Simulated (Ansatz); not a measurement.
**Fields on a plane of AlRu (CsCl type)**

```xyz
2
Lattice="2.9825 0.0000 0.0000 0.0000 2.9825 0.0000 0.0000 0.0000 2.9825" Properties=species:S:1:pos:R:3 pbc="T T T"
Al     0.0000     0.0000     0.0000
Ru     1.4913     1.4913     1.4913
```

The slice is a {110} plane (indices of the conventional cell) through the point (0.500, 0.500, 0.500) (fractional), spanned by u = [100] and v = [011] in vectors of this cell: u (2.98 Å) and v (4.22 Å, at 90° to u). It covers one period; positions are fractions (u, v).

Atoms on it: Al at (0.50, 0.50); Ru at (0.00, 0.00).

These are r2SCAN (plane waves to 500 eV, PAW, scalar-relativistic; Ansatz, a quantum-chemistry and plane-wave program) values and carry that method's errors. k mesh 16×16×16. Near the nuclei the fields are pseudised (PAW); where an atom keeps semicore shells as valence, they peak there. AlRu is run without spin polarisation. AlRu was relaxed with its symmetry unable to fall.

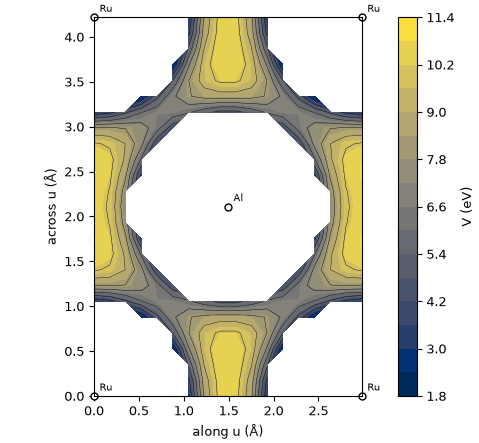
Fig. 1. Electrostatic potential energy of an electron, from the cell's mean, in eV, one period of the plane, atoms marked. Points within 1 Å of a nucleus are left white, as the pseudised field means little there. Values under 2 eV are set to 2. The zero, the cell's mean, hangs on the PAW cores.

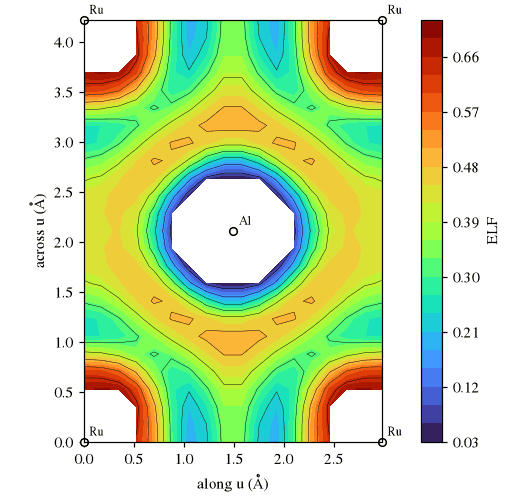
Electron localisation function (ELF), one period of the plane, atoms marked. Points within 0.5 Å of a nucleus are left white, as the pseudised field means little there.

| Item | Value |
|---|---|
| Density on the Al–Ru line (2.58 Å) at its midpoint | 0.36 e/Å³ |
| ELF at that point | 0.4 |
